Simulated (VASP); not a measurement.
**A VASP study of Titanium (r2SCAN): structure first, properties next**

Wanted: the relaxed cell of Titanium and its properties. The steps: full relaxation (r2SCAN), second relaxation, density, ELF and potential (r2SCAN), band structure (r2SCAN), total and projected DOS (r2SCAN), volume scan with r2SCAN, fit for r2SCAN and electric field gradients (r2SCAN). Left out of this account: 1 further run (relaxation: a spoilt try). This is not the structure that Ti takes at ambient conditions. The start is a cell from a database of measured crystal structures.

Method: r2SCAN; plane waves and PAW (Ti_sv), in VASP 6.6.1.

### 1. The structure

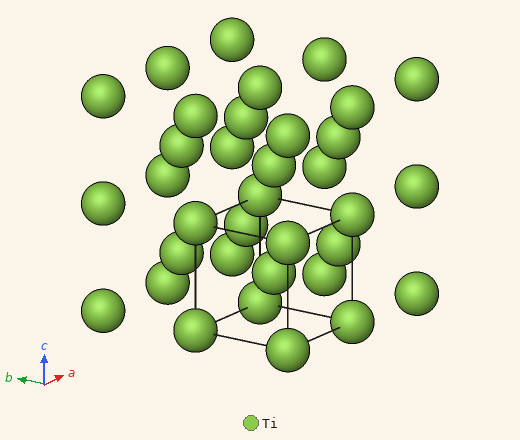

The cell as given, from a free direction (titanium green). 2×2×2 cells are drawn. This picture shows the conventional cell, with its axes. Some periodic images of atoms are drawn too.

Coordinates:

```cif
data_structure
_symmetry_space_group_name_H-M 'P 1'
_symmetry_Int_Tables_number 1
_cell_length_a 2.8423
_cell_length_b 2.8423
_cell_length_c 2.8423
_cell_angle_alpha 109.471
_cell_angle_beta 109.471
_cell_angle_gamma 109.471
_cell_volume 17.68
loop_
_atom_site_label
_atom_site_type_symbol
_atom_site_fract_x
_atom_site_fract_y
_atom_site_fract_z
_atom_site_occupancy
Ti1 Ti 0.00000 0.00000 0.00000 1
```

### 2. Full relaxation (r2SCAN)

The start need not lie at this functional's minimum. ISIF = 3 frees volume, shape and positions, and EDIFFG sets the threshold on forces and stress at which the search stops. r2SCAN adds the kinetic-energy density, costs more than a GGA and is run with LASPH.

INCAR reads:

```
SYSTEM = Ti
PREC = Accurate
ENCUT = 400
EDIFF = 1E-06
NELM = 100
ISMEAR = 1
SIGMA = 0.2
LREAL = .FALSE.
ALGO = Normal
METAGGA = R2SCAN
LASPH = .TRUE.
NBANDS = 12
LORBIT = 11
LWAVE = .FALSE.
LCHARG = .FALSE.
KPAR = 2
IBRION = 2
NSW = 60
ISIF = 3
EDIFFG = -0.01
```

POSCAR reads:

```
Ti
1.0
   -1.6410000000      1.6410000000      1.6410000000
    1.6410000000     -1.6410000000      1.6410000000
    1.6410000000      1.6410000000     -1.6410000000
Ti
1
Direct
    0.0000000000      0.0000000000      0.0000000000
```

KPOINTS reads:

```
Automatic mesh
0
Gamma
10 10 10
0 0 0
```

The projector-augmented-wave data sets are Ti_sv (PBE family, release 64).

Run with:

```console
$ mpirun -np 2 vasp_std
```

The log of the run:

```text
[banner, memory and clock lines left out]
running    2 mpi-ranks, on    1 nodes
 distrk:  each k-point on    1 cores,    2 groups
 distr:  one band on    1 cores,    1 groups

 POSCAR found type information on POSCAR Ti
 POSCAR found :  1 types and       1 ions
|                                                                             |
|               ----> ADVICE to this user running VASP <----                  |
|                                                                             |
|     You enforced a specific xc type in the INCAR file but a different       |
|     [... a line on the potential file left out ...]
|     I HOPE YOU KNOW WHAT YOU ARE DOING!                                     |
|                                                                             |

 LDA part: xc-table for (None), standard interpolation
 POSCAR, INCAR and KPOINTS ok, starting setup
 FFT: planning ... GRIDC
 FFT: planning ... GRID_SOFT
 FFT: planning ... GRID
 WAVECAR not read
 entering main loop
       N       E                     dE             d eps       ncg     rms          rms(c)
DAV:   1     0.744776324007E+02    0.74478E+02   -0.57340E+03  1128   0.103E+03
DAV:   2    -0.129504215133E+02   -0.87428E+02   -0.85487E+02  1156   0.282E+02
DAV:   3    -0.170880254555E+02   -0.41376E+01   -0.40962E+01  1528   0.641E+01
DAV:   4    -0.171673833974E+02   -0.79358E-01   -0.79274E-01  1312   0.820E+00
DAV:   5    -0.171687415515E+02   -0.13582E-02   -0.13581E-02  1328   0.997E-01    0.979E+00
DAV:   6    -0.127754038717E+02    0.43933E+01   -0.51366E+00  1300   0.369E+01    0.165E+00
DAV:   7    -0.127927232095E+02   -0.17319E-01   -0.97595E-02  1216   0.297E+00    0.102E+00
DAV:   8    -0.128066295361E+02   -0.13906E-01   -0.48815E-02  1520   0.229E+00    0.393E-01
DAV:   9    -0.128053072206E+02    0.13223E-02   -0.11333E-02  1208   0.155E+00    0.118E-01
DAV:  10    -0.128049692350E+02    0.33799E-03   -0.84995E-04  1252   0.453E-01    0.234E-02
DAV:  11    -0.128049930570E+02   -0.23822E-04   -0.64996E-05  1348   0.628E-02    0.228E-03
DAV:  12    -0.128049901762E+02    0.28808E-05   -0.54049E-06  1240   0.220E-02    0.197E-03
DAV:  13    -0.128049907417E+02   -0.56551E-06   -0.45949E-07   804   0.560E-03
   1 F= -.12804991E+02 E0= -.12805691E+02  d E =-.128050E+02
 curvature:   0.00 expect dE= 0.000E+00 dE for cont linesearch  0.000E+00
 trial: gam= 0.00000 g(F)=  0.294E-61 g(S)=  0.154E-01 ort = 0.000E+00 (trialstep = 0.100E+01)
 search vector abs. value=  0.154E-01
 bond charge predicted
       N       E                     dE             d eps       ncg     rms          rms(c)
DAV:   1    -0.131961671698E+02   -0.39118E+00   -0.73963E+00  1308   0.403E+01    0.530E+00
DAV:   2    -0.128085209204E+02    0.38765E+00   -0.94936E-01  1272   0.148E+01    0.127E+00
DAV:   3    -0.127949533574E+02    0.13568E-01   -0.10340E-01  1616   0.266E+00    0.407E-01
DAV:   4    -0.128009529622E+02   -0.59996E-02   -0.11547E-02  1436   0.735E-01    0.154E-01
DAV:   5    -0.128064315633E+02   -0.54786E-02   -0.11340E-02  1372   0.462E-01    0.208E-01
DAV:   6    -0.128073714131E+02   -0.93985E-03   -0.17110E-03  1492   0.359E-01    0.109E-02
DAV:   7    -0.128073376022E+02    0.33811E-04   -0.99119E-05  1236   0.105E-01    0.110E-02
DAV:   8    -0.128073348495E+02    0.27527E-05   -0.30462E-05  1268   0.778E-02    0.146E-02
DAV:   9    -0.128073292773E+02    0.55722E-05   -0.39298E-06  1240   0.319E-02    0.359E-03
DAV:  10    -0.128073274576E+02    0.18197E-05   -0.16130E-07   608   0.618E-03    0.145E-03
DAV:  11    -0.128073274002E+02    0.57414E-07   -0.29140E-08   580   0.162E-03
   2 F= -.12807327E+02 E0= -.12808398E+02  d E =-.233666E-02
 trial-energy change:   -0.002337  1 .order   -0.002151   -0.015412    0.011110
 step:   0.5913(harm=  0.5811)  dis= 0.00000  next Energy=   -12.809585 (dE=-0.459E-02)
 bond charge predicted
       N       E                     dE             d eps       ncg     rms          rms(c)
DAV:   1    -0.128768846631E+02   -0.69557E-01   -0.12693E+00  1288   0.172E+01    0.222E+00
DAV:   2    -0.128092234141E+02    0.67661E-01   -0.18799E-01  1264   0.638E+00    0.483E-01
DAV:   3    -0.128075247098E+02    0.16987E-02   -0.15198E-02  1604   0.923E-01    0.145E-01
DAV:   4    -0.128085881747E+02   -0.10635E-02   -0.18239E-03  1380   0.257E-01    0.713E-02
DAV:   5    -0.128095643111E+02   -0.97614E-03   -0.21879E-03  1408   0.182E-01    0.852E-02
DAV:   6    -0.128096560425E+02   -0.91731E-04   -0.19307E-04  1312   0.109E-01    0.114E-02
DAV:   7    -0.128096618956E+02   -0.58532E-05   -0.67989E-06  1292   0.207E-02    0.725E-03
DAV:   8    -0.128096586971E+02    0.31986E-05   -0.42511E-06  1244   0.310E-02    0.626E-03
DAV:   9    -0.128096621346E+02   -0.34376E-05   -0.10937E-06   872   0.151E-02    0.912E-04
DAV:  10    -0.128096625033E+02   -0.36870E-06   -0.59670E-08   572   0.257E-03
   3 F= -.12809663E+02 E0= -.12810546E+02  d E =-.467176E-02
 curvature:  -0.29 expect dE=-0.805E-07 dE for cont linesearch -0.805E-07
 trial: gam= 0.00000 g(F)=  0.364E-61 g(S)=  0.277E-06 ort =-0.654E-04 (trialstep = 0.918E+00)
 search vector abs. value=  0.277E-06
 reached required accuracy - stopping structural energy minimisation
```

Wall time 23 s (2 MPI ranks of Intel Xeon 6975P-C (Granite Rapids), shared host); peak memory 0.25 GiB; 44 s of CPU time.

Lines that name or quote the potential files are left out of all logs, and their timing lines are given in words.

OUTCAR, selected parts (step 2):

```text
ion  position               nearest neighbor table
   1  0.000  0.000  0.000-

  LATTYP: Found a body centered cubic cell.
 ALAT       =     3.2820000000

 Subroutine GETGRP returns: Found 48 space group operations
 (whereof 48 operations were pure point group operations)

The static configuration has the point symmetry O_h .

 Found     47 irreducible k-points:

   k-points           NKPTS =     47   k-points in BZ     NKDIM =     47   number of bands    NBANDS=     12

   dimension x,y,z NGX =    20 NGY =   20 NGZ =   20
   dimension x,y,z NGXF=    40 NGYF=   40 NGZF=   40

   ENCUT  =  400.0 eV  29.40 Ry    5.42 a.u.   4.64  4.64  4.64*2*pi/ulx,y,z

   NELECT =      12.0000    total number of electrons

 k-points in reciprocal lattice and weights: Automatic mesh
   0.00000000  0.00000000  0.00000000       0.001
   0.10000000  0.00000000  0.00000000       0.012
   0.20000000  0.00000000  0.00000000       0.012
   0.30000000  0.00000000  0.00000000       0.012
   0.40000000  0.00000000  0.00000000       0.012
   0.50000000  0.00000000  0.00000000       0.006
   0.10000000  0.10000000  0.00000000       0.024
   0.20000000  0.10000000  0.00000000       0.048
   0.30000000  0.10000000  0.00000000       0.048
[...]
0.50000000  0.50000000  0.40000000       0.012
   0.50000000  0.50000000  0.50000000       0.001

 average (electrostatic) potential at core
       1 -76.7658

 E-fermi :   8.2245

 k-point     1 :       0.0000    0.0000    0.0000
  band No.  band energies     occupation
      1     -50.6520      2.00000
      2     -25.4506      2.00000
      3     -25.4506      2.00000
      4     -25.4505      2.00000
      5       1.8985      2.00000
      6       9.3838     -0.00000
      7       9.3838     -0.00000
      8       9.3838     -0.00000
      9      11.1840     -0.00000
     10      11.1840     -0.00000
    ...

 k-point     2 :       0.1000    0.0000    0.0000
  band No.  band energies     occupation
      1     -50.6385      2.00000
      2     -25.5220      2.00000
      3     -25.4721      2.00000
      4     -25.4511      2.00000
      5       2.2521      2.00000
      6       9.2191     -0.00000
      7       9.3194     -0.00000
      8       9.6397     -0.00000
      9      11.0099     -0.00000
     10      11.1943     -0.00000
    ...

 k-point     3 :       0.2000    0.0000    0.0000
  band No.  band energies     occupation
      1     -50.6030      2.00000
      2     -25.7061      2.00000
      3     -25.5281      2.00000
      4     -25.4525      2.00000
      5       3.2296      2.00000
      6       8.8135     -0.00025
      7       8.9847     -0.00000
      8      10.3574     -0.00000
      9      10.8488     -0.00000
     10      11.2436     -0.00000
    ...

  Total        0.0013844      0.0013844      0.0013844      0.0000000      0.0000000     -0.0000000
  in kB        0.1290529      0.1290529      0.1290529      0.0000000      0.0000000     -0.0000000
  external PRESSURE =       0.1290529 kB  Pullay stress =       0.0000000 kB

  energy-cutoff  :      400.00
  volume of cell :       17.19
      direct lattice vectors                 reciprocal lattice vectors
    -1.625725471  1.625725471  1.625725471     0.000000000  0.307555002  0.307555002
     1.625725471 -1.625725471  1.625725471     0.307555002  0.000000000  0.307555002
     1.625725471  1.625725471 -1.625725471     0.307555002  0.307555002  0.000000000

 POSITION                                       TOTAL-FORCE (eV/Angst)
 -----------------------------------------------------------------------------------
     -0.00000      0.00000      0.00000        -0.000000      0.000000     -0.000000
 -----------------------------------------------------------------------------------
    total drift:                                0.000000     -0.000000      0.000000

  FREE ENERGIE OF THE ION-ELECTRON SYSTEM (eV)
  ---------------------------------------------------
  free  energy   TOTEN  =       -12.8096625033 eV

  energy  without entropy=      -12.8123118618  energy(sigma->0) =      -12.81054562

 reached required accuracy - stopping structural energy minimisation

 total charge
# of ion       s       p       d       tot
------------------------------------------
    1        2.241   6.133   1.862  10.235

[... 3 further parts left out ...]
```

CONTCAR:

```
Ti
   1.00000000000000
    -1.6257254714293790    1.6257254714293790    1.6257254714293790
     1.6257254714293790   -1.6257254714293790    1.6257254714293790
     1.6257254714293790    1.6257254714293790   -1.6257254714293790
  Ti
     1
Direct
     0.0000000000000000    0.0000000000000000    0.0000000000000000
```

The k-mesh is coarse for a metal. The PAW data sets were made with PBE, which is usual practice but a small mismatch for other functionals. The run keeps the 48 symmetry operations of its start, so it cannot find a distortion of lower symmetry.

Step by step:

| step | energy less that of the first step (eV) | largest force (eV/Å) | pressure (GPa) | volume (Å³) |
| --- | --- | --- | --- | --- |
| 1 | 0.0000 | 0.0000 | -2.96 | 17.68 |
| 2 | -0.0023 | 0.0000 | 2.24 | 16.85 |
| 3 | -0.0047 | 0.0000 | 0.01 | 17.19 |

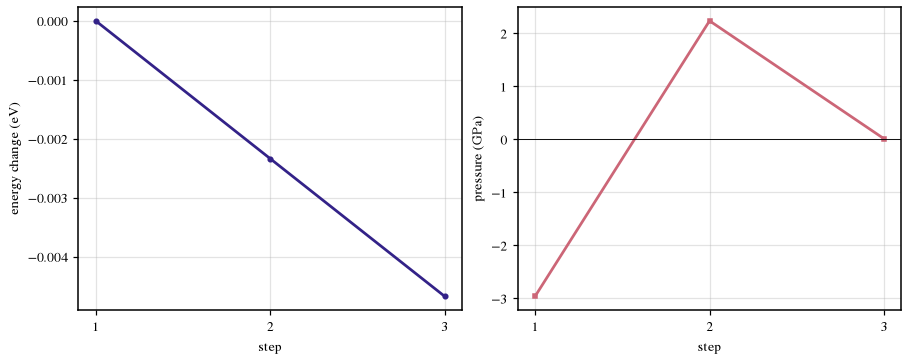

Energy and pressure along the relaxation.

| conventional cell, symmetrised | before | after | change |
| --- | --- | --- | --- |
| a (Å) | 3.282 | 3.251 | -0.9 % |
| b (Å) | 3.282 | 3.251 | -0.9 % |
| c (Å) | 3.282 | 3.251 | -0.9 % |
| volume (Å³/atom) | 17.68 | 17.19 | -2.8 % |

The relaxed structure:

```cif
data_structure
_symmetry_space_group_name_H-M 'P 1'
_symmetry_Int_Tables_number 1
_cell_length_a 2.8158
_cell_length_b 2.8158
_cell_length_c 2.8158
_cell_angle_alpha 109.471
_cell_angle_beta 109.471
_cell_angle_gamma 109.471
_cell_volume 17.19
loop_
_atom_site_label
_atom_site_type_symbol
_atom_site_fract_x
_atom_site_fract_y
_atom_site_fract_z
_atom_site_occupancy
Ti1 Ti 0.00000 0.00000 0.00000 1
```

Numbers from this step:

| Item | Value |
| --- | --- |
| electrons | 12 |
| bands | 12 |
| irreducible k-points | 47 |
| symmetry operations | 48 |
| free energy (TOTEN) | -12.81 eV |
| energy at zero smearing | -12.81 eV |
| Fermi energy | 8.225 eV |
| pressure | 0.01291 GPa |
| metallic | yes |
| SCF cycles over all ionic steps | 34 |

It ends with forces that vanish by symmetry and a pressure of 0.01 GPa. The volume lies -2.8 % from that of the database's start, which holds the thermal and zero-point expansion of its experiment.

### 3. Second relaxation

A relaxation keeps the plane waves of the cell it began with, so it is repeated from the new cell, on a basis made for it.

INCAR is that of step 2.

POSCAR reads:

```
Ti
1.0
   -1.6257254714      1.6257254714      1.6257254714
    1.6257254714     -1.6257254714      1.6257254714
    1.6257254714      1.6257254714     -1.6257254714
Ti
1
Direct
    0.0000000000      0.0000000000      0.0000000000
```

KPOINTS is that of step 2.

Run with:

```console
$ mpirun -np 2 vasp_std
```

The log of the run:

```text
[banner, memory and clock lines left out]
running    2 mpi-ranks, on    1 nodes
 distrk:  each k-point on    1 cores,    2 groups
 distr:  one band on    1 cores,    1 groups

 POSCAR found type information on POSCAR Ti
 POSCAR found :  1 types and       1 ions
 [... a notice as in an earlier step ...]

 LDA part: xc-table for (None), standard interpolation
 POSCAR, INCAR and KPOINTS ok, starting setup
 FFT: planning ... GRIDC
 FFT: planning ... GRID_SOFT
 FFT: planning ... GRID
 WAVECAR not read
 entering main loop
       N       E                     dE             d eps       ncg     rms          rms(c)
DAV:   1     0.715011958186E+02    0.71501E+02   -0.58419E+03  1148   0.104E+03
DAV:   2    -0.133994403517E+02   -0.84901E+02   -0.82944E+02  1156   0.278E+02
DAV:   3    -0.170572473376E+02   -0.36578E+01   -0.36152E+01  1472   0.618E+01
DAV:   4    -0.171333691732E+02   -0.76122E-01   -0.76049E-01  1284   0.783E+00
DAV:   5    -0.171351108183E+02   -0.17416E-02   -0.17416E-02  1328   0.112E+00    0.101E+01
DAV:   6    -0.127766417168E+02    0.43585E+01   -0.49989E+00  1300   0.365E+01    0.166E+00
DAV:   7    -0.127941969521E+02   -0.17555E-01   -0.96211E-02  1220   0.293E+00    0.104E+00
DAV:   8    -0.128092753161E+02   -0.15078E-01   -0.51366E-02  1536   0.238E+00    0.422E-01
DAV:   9    -0.128081468737E+02    0.11284E-02   -0.15876E-02  1204   0.188E+00    0.205E-01
DAV:  10    -0.128073148061E+02    0.83207E-03   -0.22942E-03  1216   0.756E-01    0.296E-02
DAV:  11    -0.128073330086E+02   -0.18203E-04   -0.57684E-05  1384   0.744E-02    0.443E-03
DAV:  12    -0.128073316390E+02    0.13696E-05   -0.41115E-06  1208   0.180E-02    0.177E-03
DAV:  13    -0.128073317785E+02   -0.13947E-06   -0.27522E-07   684   0.515E-03
   1 F= -.12807332E+02 E0= -.12808214E+02  d E =-.128073E+02
 curvature:   0.00 expect dE= 0.000E+00 dE for cont linesearch  0.000E+00
 trial: gam= 0.00000 g(F)=  0.502E-61 g(S)=  0.315E-05 ort = 0.000E+00 (trialstep = 0.100E+01)
 search vector abs. value=  0.315E-05
 reached required accuracy - stopping structural energy minimisation
```

Elapsed: 7.4 s, on 2 MPI ranks; peak memory 0.21 GiB; 14 s of CPU time.

From OUTCAR (step 3):

```text
  LATTYP: Found a body centered cubic cell.
 ALAT       =     3.2514509428

The static configuration has the point symmetry O_h .

 Found     47 irreducible k-points:

   dimension x,y,z NGX =    18 NGY =   18 NGZ =   18
   dimension x,y,z NGXF=    36 NGYF=   36 NGZF=   36

   ENCUT  =  400.0 eV  29.40 Ry    5.42 a.u.   4.59  4.59  4.59*2*pi/ulx,y,z

   NELECT =      12.0000    total number of electrons

 E-fermi :   8.2251

 k-point     1 :       0.0000    0.0000    0.0000
  band No.  band energies     occupation
      1     -50.6507      2.00000
      2     -25.4500      2.00000
      3     -25.4500      2.00000
      4     -25.4500      2.00000
      5       1.9008      2.00000
      6       9.3842     -0.00000
      7       9.3842     -0.00000
      8       9.3842     -0.00000
      9      11.1842     -0.00000
     10      11.1842     -0.00000
    ...

 k-point     2 :       0.1000    0.0000    0.0000
  band No.  band energies     occupation
      1     -50.6371      2.00000
      2     -25.5215      2.00000
      3     -25.4716      2.00000
      4     -25.4505      2.00000
      5       2.2551      2.00000
      6       9.2195     -0.00000
      7       9.3200     -0.00000
      8       9.6401     -0.00000
      9      11.0101     -0.00000
     10      11.1947     -0.00000
    ...

  Total        0.0046621      0.0046621      0.0046621      0.0000000     -0.0000000      0.0000000
  in kB        0.4346001      0.4346001      0.4346001      0.0000000     -0.0000000      0.0000000
  external PRESSURE =       0.4346001 kB  Pullay stress =       0.0000000 kB

 POSITION                                       TOTAL-FORCE (eV/Angst)
 -----------------------------------------------------------------------------------
      0.00000      0.00000      0.00000        -0.000000      0.000000      0.000000
 -----------------------------------------------------------------------------------
    total drift:                                0.000000     -0.000000      0.000000

  FREE ENERGIE OF THE ION-ELECTRON SYSTEM (eV)
  ---------------------------------------------------
  free  energy   TOTEN  =       -12.8073317785 eV

  energy  without entropy=      -12.8099770692  energy(sigma->0) =      -12.80821354

 total charge
# of ion       s       p       d       tot
------------------------------------------
    1        2.240   6.133   1.861  10.235

[... 5 parts as in an earlier step ...]

[... 6 further parts left out ...]
```

CONTCAR:

```
Ti
   1.00000000000000
    -1.6257254714000000    1.6257254714000000    1.6257254714000000
     1.6257254714000000   -1.6257254714000000    1.6257254714000000
     1.6257254714000000    1.6257254714000000   -1.6257254714000000
  Ti
     1
Direct
     0.0000000000000000    0.0000000000000000    0.0000000000000000
```

Little changed from the start: no atom moved by 0.005 Å and no cell edge by 0.1 %.

Numbers from this step:

- pressure: 0.04346 GPa
- SCF cycles over all ionic steps: 13

It ends with forces that vanish by symmetry and a pressure of 0.04 GPa. The volume moved by under 0.01 %: the run met its threshold at the first step.

[end of part 1 of 4]

[Lines on the potential files, build, host, timing and source positions are cut from VASP's logs without a mark.]

[Logs are printed without paths, hosts, clocks, repeated set-up lines and the standing remarks that a program may print on its own settings, such as how far it seeks lower states.]

[Hosts, paths, dates, database ids (printed as entryN), source tags and the programs' standing remarks are cut or masked in the printed files.]

[A measured line is paired with the nearest computed mode of its activity, which favours agreement.]
